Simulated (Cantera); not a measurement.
Input: 1 mol B2H6, 4.9 mol N2, 27 mol H2, held at 2398.15 K.

Equilibrium computed with Cantera from the NASA thermochemical tables; the gas is ideal and each condensed phase is pure. Candidate condensed phases: B, BN; 15 gas species. The feed counts by its element totals alone. The tables' values for BH2 are old estimates; treat these amounts as uncertain. Gases not in the tables: B2H6 and higher boranes. Equilibrium is a limit: real reactors are often held back by kinetics, nucleation or transport.

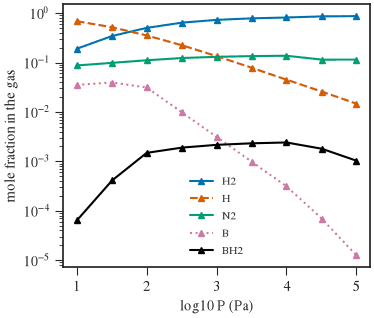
Equilibrium gas composition (values under 1e-9 drawn at 1e-9)

Question: Read off the mole fractions at 0.00320 bar.

Answer: H2 about 0.64, H about 0.22, N2 about 0.12, B about 0.0098, BH2 about 0.0019.
